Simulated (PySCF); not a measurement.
Si(H)(F)(OH)(NH2), H4FNOSi, SMILES N[SiH](O)F at its CAM-B3LYP/def2-SVP optimised geometry (Å):

```
8

Si    -0.5982    -0.7254     0.0000
N     -1.3010    -1.4452    -1.3605
O     -1.0287     0.8648     0.0000
F      1.0287    -0.7254     0.0000
H     -0.9830    -1.4846     1.2071
H     -1.5151    -2.4331    -1.4107
H     -1.3677    -0.9760    -2.2559
H     -0.4017     1.4846     0.3872
```

Level of theory: PySCF with CAM-B3LYP/def2-TZVP. Cells within 0.4 Å of a nucleus heavier than hydrogen are left out (blank, or x).

Map of the Laplacian of the electron density (e/bohr⁵), clipped to [-1.50, 1.50] on the plane z = 0.0 Å:

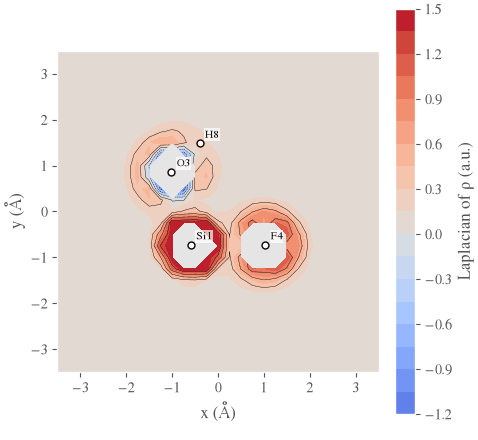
*Laplacian of the electron density (e/bohr⁵), clipped to [-1.50, 1.50] on the plane z = 0.0 Å.*
